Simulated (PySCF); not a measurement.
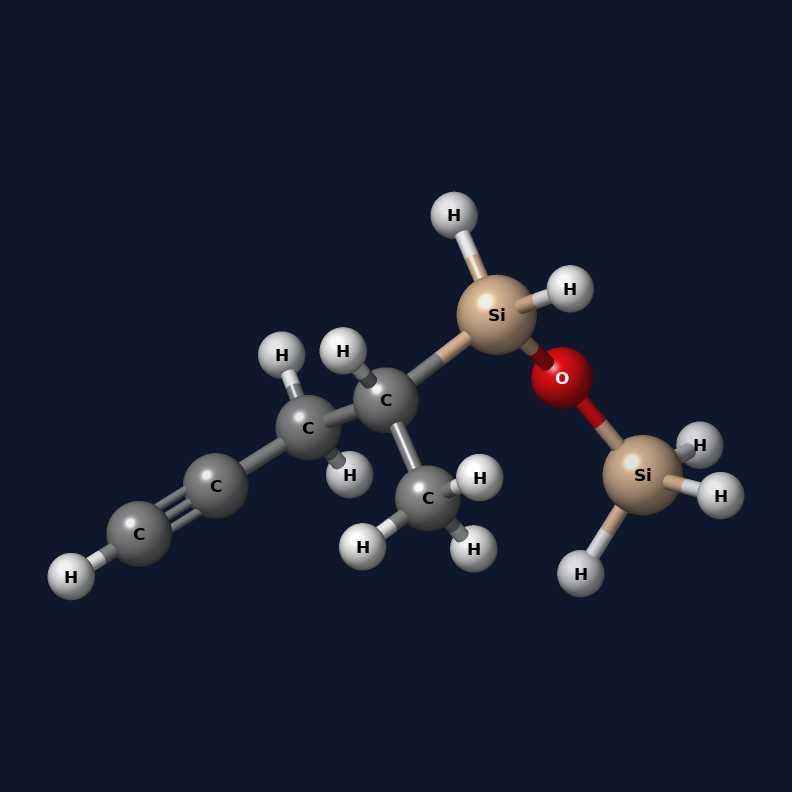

A ball-and-stick model of a molecule. Double and triple bonds are drawn as two and three sticks.

The computed structure is the end point of a PBE0-D3(BJ)/def2-SVP optimisation. No frequency run is at hand to confirm it as a minimum.

Identify the structure.

The molecule is C5H12OSi2. SMILES: `C#CC[C@@H](C)[SiH2]O[SiH3]`. It has no ring. Among its groups: alkyne, Si–H bond, Si–O bond. The point group is C1. Coordination: 2 C linear; 3 C tetrahedral; 2 Si tetrahedral; 1 O bent.

The parts below concern this one geometry. Atoms keep their numbers from picture to picture.

## Shape

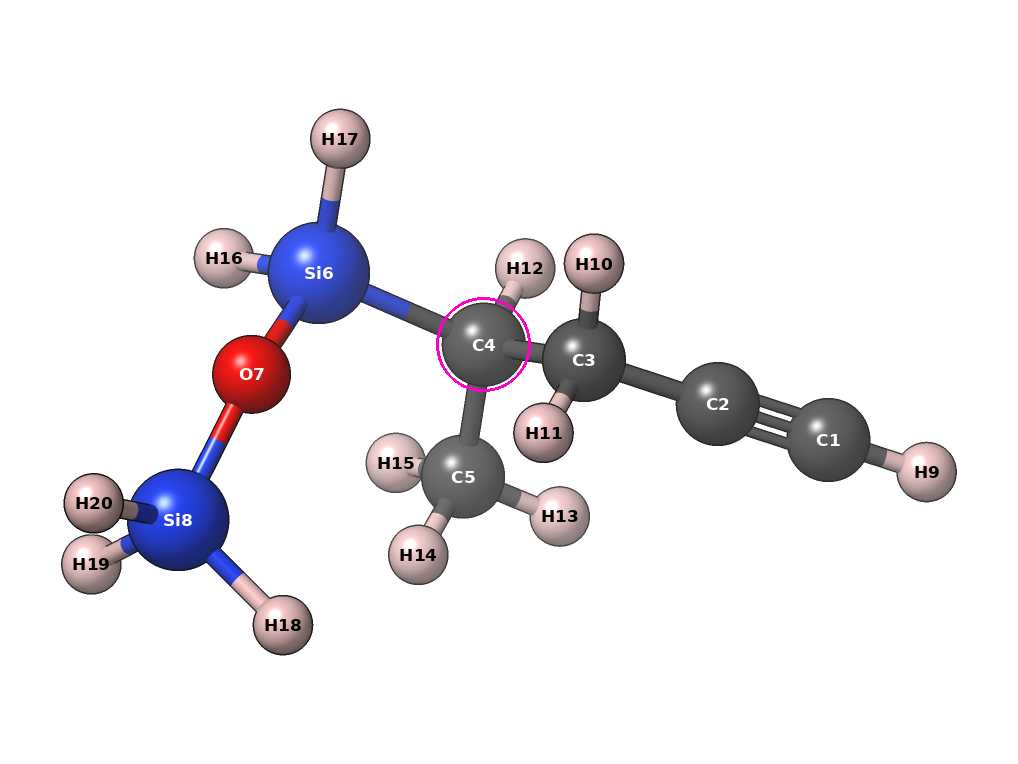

Atoms fade into the background with distance from the viewer. Circles mark the stereogenic atoms. No frequency run is at hand to confirm it as a minimum.

Assign CIP descriptors.

Answer. C4: R (priorities Si6 > C3 > C5 > H12).

## Electronic properties

No frequency run is at hand to confirm it as a minimum. Level of theory: B3LYP/def2-SVPD in chloroform (IEF-PCM) (PySCF 2.14.0). Excitations: vertical, linear response.

Predict the main results.

- dipole moment: 0.67 D
- HOMO energy (Kohn–Sham orbital): −7.48 eV
- LUMO energy (Kohn–Sham orbital): −0.24 eV
- HOMO–LUMO gap: 7.24 eV
- mean static polarisability: 140.8 bohr³
- lowest vertical singlet excitation: 6.46 eV
- its oscillator strength: 0.002

## NMR shielding

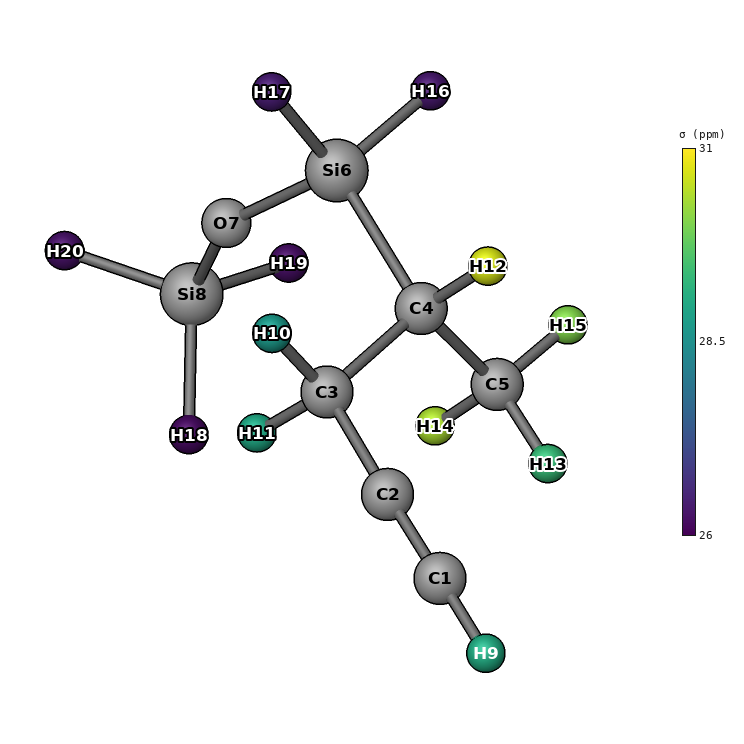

Atoms are coloured by their isotropic NMR shieldings (H only, the others grey). No frequency run is at hand to confirm it as a minimum. Properties computed with GIAO PBE0/pcSseg-1 NMR shielding, non-relativistic, IEF-PCM chloroform (PySCF 2.14.0).

Which H atom is the most shielded (lowest chemical shift)?

Answer. H12 (30.68 ppm).

Which H atom is the least shielded (highest chemical shift)?

Answer. H18 (26.16 ppm).

How wide is the range of H shifts?

Answer. 4.52 ppm.

Give the isotropic NMR shieldings of the H atoms atom by atom.

```tsv
atom	σ (ppm)
H9	29.06
H10	28.70
H11	29.00
H12	30.68
H13	29.36
H14	30.37
H15	30.05
H16	26.36
H17	26.42
H18	26.16
H19	26.22
H20	26.27
```

## Charges

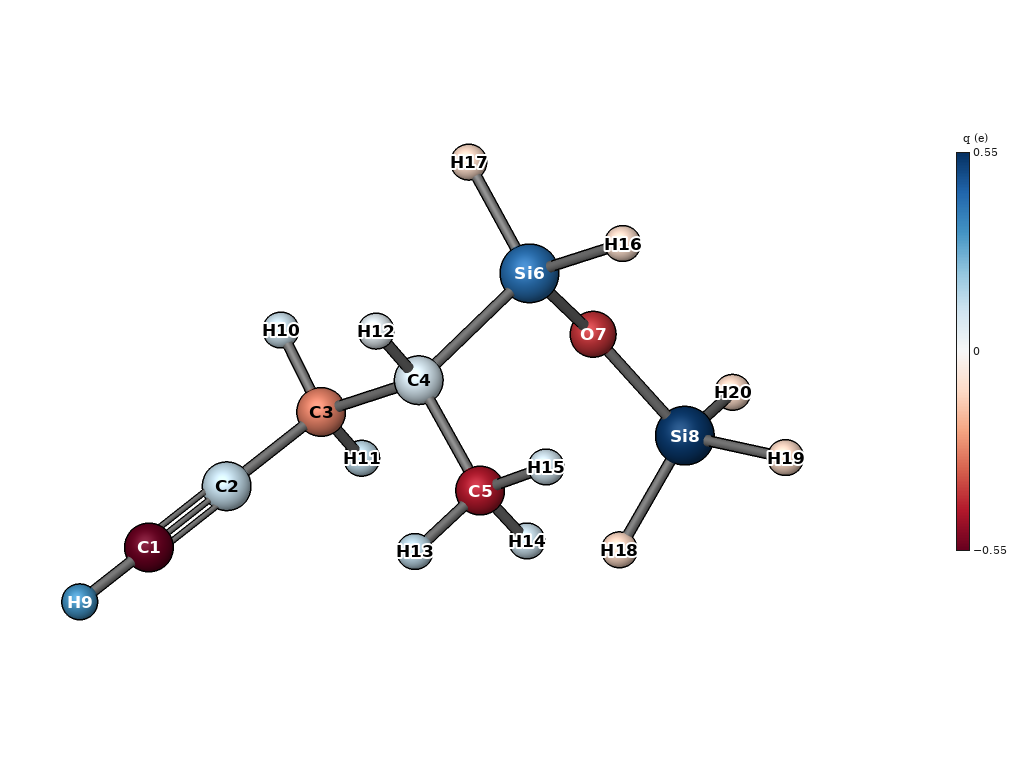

Atoms are coloured by their ESP-fitted charges. No frequency run is at hand to confirm it as a minimum. Method: PBE0/pcSseg-1, gas phase (PySCF 2.14.0).

Give the ESP-fitted charges atom by atom.

```json
{"atom": "C1", "value (e)": "−0.55"}
{"atom": "C2", "value (e)": "0.13"}
{"atom": "C3", "value (e)": "−0.28"}
{"atom": "C4", "value (e)": "0.10"}
{"atom": "C5", "value (e)": "−0.44"}
{"atom": "Si6", "value (e)": "0.42"}
{"atom": "O7", "value (e)": "−0.40"}
{"atom": "Si8", "value (e)": "0.53"}
{"atom": "H9", "value (e)": "0.33"}
{"atom": "H10", "value (e)": "0.12"}
{"atom": "H11", "value (e)": "0.14"}
{"atom": "H12", "value (e)": "0.05"}
{"atom": "H13", "value (e)": "0.14"}
{"atom": "H14", "value (e)": "0.12"}
{"atom": "H15", "value (e)": "0.11"}
{"atom": "H16", "value (e)": "−0.10"}
{"atom": "H17", "value (e)": "−0.11"}
{"atom": "H18", "value (e)": "−0.11"}
{"atom": "H19", "value (e)": "−0.11"}
{"atom": "H20", "value (e)": "−0.11"}
```

## Core levels

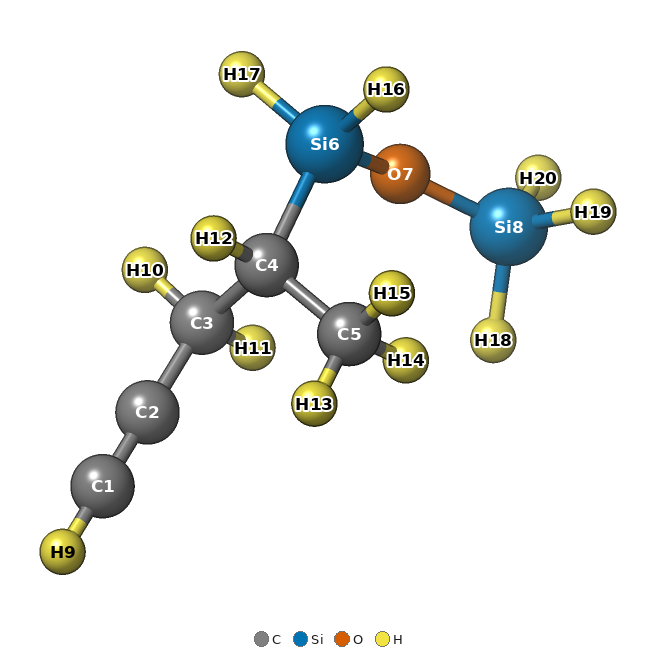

No frequency run is at hand to confirm it as a minimum. Method: delta-SCF UKS SCAN, pcX-2 on the ionised atom, pcseg-1 elsewhere, spin-free X2C (PySCF 2.14.0).

Give the core-electron binding energies (to vacuum; p and d levels without spin–orbit splitting) of C1 1s, C2 1s, C3 1s, C4 1s, C5 1s, Si6 1s, Si6 2p, O7 1s, Si8 1s, Si8 2p.

| atom | level | binding energy (eV) |
| --- | --- | --- |
| C1 | 1s | 290.0 |
| C2 | 1s | 290.6 |
| C3 | 1s | 291.4 |
| C4 | 1s | 290.3 |
| C5 | 1s | 290.6 |
| Si6 | 1s | 1847.1 |
| Si6 | 2p | 107.3 |
| O7 | 1s | 537.8 |
| Si8 | 1s | 1847.5 |
| Si8 | 2p | 107.8 |
